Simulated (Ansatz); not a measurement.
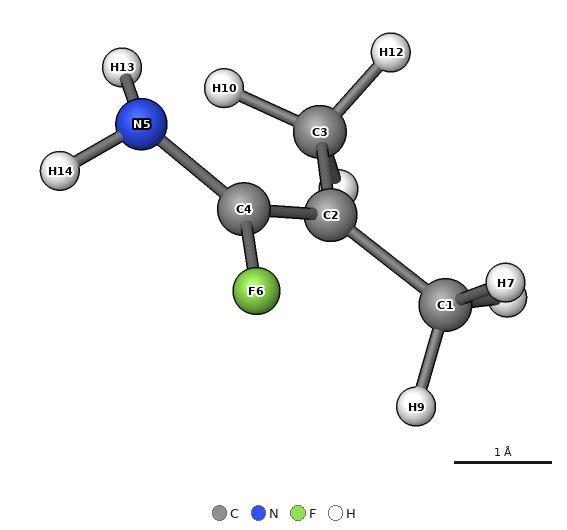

**Figure 1.** The input geometry (ball-and-stick view, seen at a tilt; atoms are numbered from 1 in the order of the input).

Phonon calculation, with input and output: C$_{4}$H$_{8}$FN

- system: C$_{4}$H$_{8}$FN, SMILES CC(C)=C(N)F
- method: RKS BLYP-D4/6-31G* (Ansatz 0.2.0)

It belongs to a series of runs on one base structure; here: vibrations at the highest image of the band. Figures and captions count atoms from 1; the log counts them from 0 in places.

## Input
```yaml
crystal:
  periodic: [false, false, false]
  atoms:
    - { symbol: C, position_ang: [-0.849708, -0.764092, 1.386471] }
    - { symbol: C, position_ang: [-0.069124, -0.168237, 0.222376] }
    - { symbol: C, position_ang: [1.282546, -0.761891, -0.117644] }
    - { symbol: C, position_ang: [-0.576233, 0.887605, -0.447279] }
    - { symbol: "N", position_ang: [-0.000974, 1.726767, -1.414794] }
    - { symbol: F, position_ang: [-1.831506, 1.344122, -0.12241] }
    - { symbol: H, position_ang: [-1.03232, -0.027856, 2.189832] }
    - { symbol: H, position_ang: [-0.295899, -1.606671, 1.830318] }
    - { symbol: H, position_ang: [-1.839467, -1.143877, 1.075157] }
    - { symbol: H, position_ang: [1.660566, -0.440949, -1.104232] }
    - { symbol: H, position_ang: [1.227202, -1.865765, -0.139823] }
    - { symbol: H, position_ang: [2.057462, -0.499219, 0.629142] }
    - { symbol: H, position_ang: [0.893669, 1.376326, -1.762301] }
    - { symbol: H, position_ang: [-0.639115, 1.914436, -2.195814] }
basis:
  gaussian: { orbitals: "6-31G*" }
hamiltonian:
  xc: blyp
  dispersion: d4
phonons: {}
```

Run as:
```bash
ansatz run input.yaml --threads 2 --pin off --max-ram 3072MiB --backend cpu --events-out ev --progress --plain --runs-dir out
```

## Log
```
Engine: ansatz 0.2.0, x86_64-unknown-linux-gnu
Functional definition: BLYP
  parameter beta = 0.0042
  parameter a = 0.04918
  parameter b = 0.132
  parameter c = 0.2533
  parameter d = 0.349
  exchange = b88_x(beta = beta)
  correlation = lyp_c(a = a, b = b, c = c, d = d)
1324 factors; their error is unknown
mean field evaluation 1: about -8468.0726 eV, gradient 7.7e1 eV
mean field evaluation 2: about -8448.5383 eV, gradient 1.1e2 eV
mean field evaluation 4: about -8481.3254 eV, gradient 1.0e1 eV
mean field evaluation 8: about -8481.5686 eV, gradient 2.7e-1 eV
mean field evaluation 16: about -8481.4707 eV, gradient 2.3e-4 eV
mean field -8481.47074477 eV, -311.6883009231 hartree, gradient 5.4e-5 eV, S^2 0.000000; 0 other end points of the search recorded, 0 dependent functions left out
the calculation of the forces begins
reference -8481.47102288 eV, -311.6883111433 hartree; 24, 24 occupied and 82, 82 virtual orbitals, 1324 factors
these checks for a lower state are left out or cut short: stability, starts, cluster_reference, orbital_swaps, neighbouring_geometries, increment
1324 factors; their error is unknown
mean field -8481.47051431 eV, -311.6882924538 hartree, gradient 1.1e-6 eV, S^2 0.000000; 0 other end points of the search recorded, 0 dependent functions left out
[... from here on the field's lines of each further geometry are left out, up to the last ...]
the calculation of the forces begins
reference -8481.47090777 eV, -311.6883069130 hartree; 24, 24 occupied and 82, 82 virtual orbitals, 1324 factors
these checks for a lower state are left out or cut short: stability, starts, cluster_reference, orbital_swaps, neighbouring_geometries, increment
1324 factors; their error is unknown
mean field -8481.47070428 eV, -311.6882994350 hartree, gradient 1.1e-6 eV, S^2 0.000000; 0 other end points of the search recorded, 0 dependent functions left out
the calculation of the forces begins
reference -8481.47098234 eV, -311.6883096536 hartree; 24, 24 occupied and 82, 82 virtual orbitals, 1324 factors
WARN: phonons: modes at or below zero, which the zero-point energy, F, S and C_V leave out: 1, the lowest at -152.83 cm⁻¹. A minimum has none, and a first-order saddle one
Total energy: -8482.05605258 eV, -311.7098105882 hartree
Atom 0 at    -0.849708    -0.764092     1.386471 Å, force    -0.010803     0.006598     0.001557 eV/Å
Atom 1 at    -0.069124    -0.168237     0.222376 Å, force     0.010757    -0.003210     0.001059 eV/Å
Atom 2 at     1.282546    -0.761891    -0.117644 Å, force    -0.016248    -0.004055     0.001401 eV/Å
Atom 3 at    -0.576233     0.887605    -0.447279 Å, force     0.006010     0.013043     0.014577 eV/Å
Atom 4 at    -0.000974     1.726767    -1.414794 Å, force    -0.008794     0.008147    -0.004207 eV/Å
Atom 5 at    -1.831506     1.344122    -0.122410 Å, force    -0.005157    -0.003980    -0.006759 eV/Å
Atom 6 at    -1.032320    -0.027856     2.189832 Å, force     0.006340     0.000258    -0.003742 eV/Å
Atom 7 at    -0.295899    -1.606671     1.830318 Å, force     0.002056    -0.006296     0.004088 eV/Å
Atom 8 at    -1.839467    -1.143877     1.075157 Å, force     0.007434    -0.000860    -0.002716 eV/Å
Atom 9 at     1.660566    -0.440949    -1.104232 Å, force     0.002919    -0.000069     0.001294 eV/Å
Atom 10 at     1.227202    -1.865765    -0.139823 Å, force     0.006124    -0.004816    -0.004584 eV/Å
Atom 11 at     2.057462    -0.499219     0.629142 Å, force    -0.002582     0.000648     0.001601 eV/Å
Atom 12 at     0.893669     1.376326    -1.762301 Å, force    -0.000227    -0.005639     0.000748 eV/Å
Atom 13 at    -0.639115     1.914436    -2.195814 Å, force     0.002171     0.000230    -0.004317 eV/Å
Dipole moment:     0.223032    -0.151175    -0.330991 e Å
Vibrations: -152.83 133.59 145.57 247.81 270.89 296.70 358.27 471.57 523.80 571.69 702.83 752.12 924.58 979.94 993.32 1061.66 1071.50 1194.13 1222.66 1302.59 1402.76 1415.76 1472.70 1481.94 1489.90 1493.51 1618.83 1730.81 2934.00 2957.63 2976.32 2997.14 3007.40 3037.19 3383.36 3507.52 cm⁻¹, zero-point energy 3.107786 eV
```

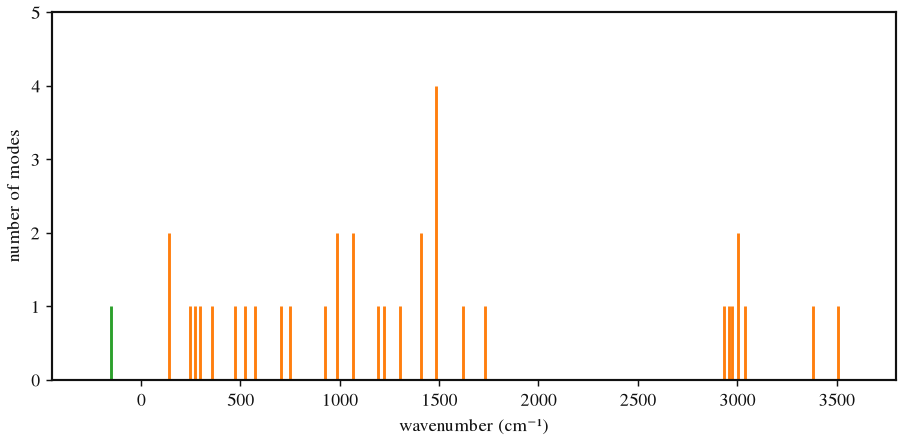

**Figure 2.** Harmonic vibrational wavenumbers from the force constants; neighbouring modes closer than 17 cm⁻¹ are counted in one stick, and imaginary ones are drawn at negative wavenumbers. 36 modes from 153i to 3508 cm⁻¹, 1 imaginary beyond 8i (153i cm⁻¹): a first-order saddle point, if the geometry is stationary.

## Key numbers

```tsv
quantity	value
outcome	converged
total energy	−8482.0561 eV
mean-field energy	−8481.4710 eV
largest force (length of the vector)	0.020 eV/Å
hardware	2 threads of Intel Xeon @ 2.90GHz (Ice Lake), 16 GiB of memory available, shared host
wall time	2.3 min (CPU time 4.4 min)
peak memory	0.16 GiB
```
